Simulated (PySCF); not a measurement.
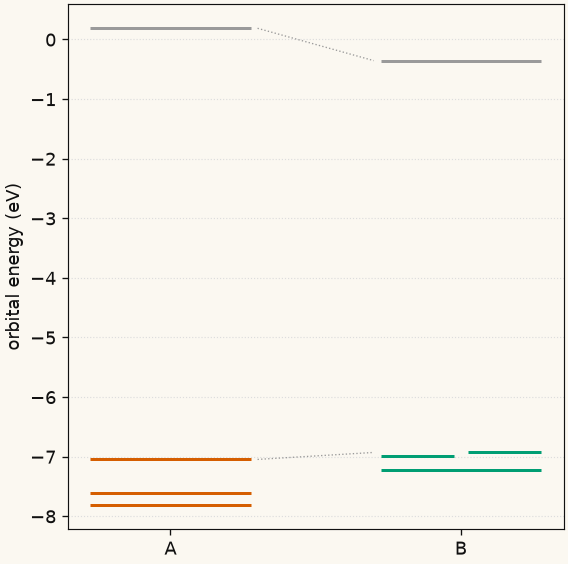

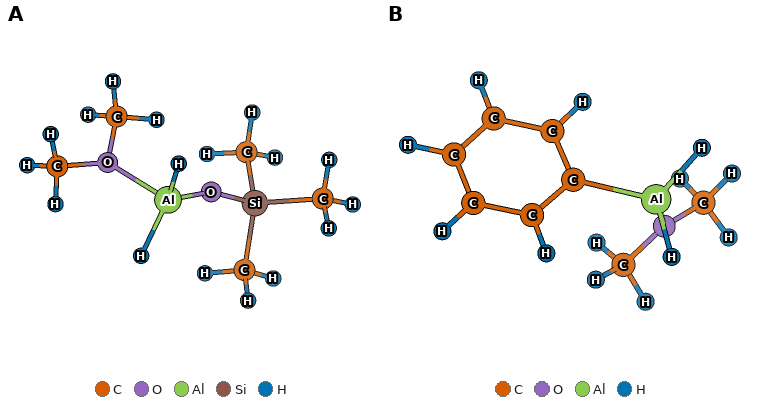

Related molecules: A is C₅H₁₇AlO₂Si, SMILES C[O+](C)[AlH2-][O][Si](C)(C)C, singlet; B is C₈H₁₃AlO, SMILES C[O+](C)[AlH2-][c]1ccccc1, singlet. Frontier orbital energies, PBE0/def2-SVPD with PySCF, at a PBE0-D3(BJ)/def2-SVP geometry (no frequency check); drawn are at most three filled levels and, in grey, the LUMO with any level within 0.03 eV of it; dotted lines join the HOMOs and the LUMOs.

What does the change do to the frontier levels?

From A to B the HOMO rises by 0.12 eV and the LUMO falls by 0.54 eV, so the separation goes from 7.23 to 6.58 eV.

Does the ΔSCF ionisation energy follow the HOMO?

A: −ε(HOMO) 7.05, ΔSCF 8.75 eV; B: −ε(HOMO) 6.93, ΔSCF 8.60 eV.

Limits of at least one run: empty levels above zero depend strongly on the basis; one conformer of a flexible molecule.
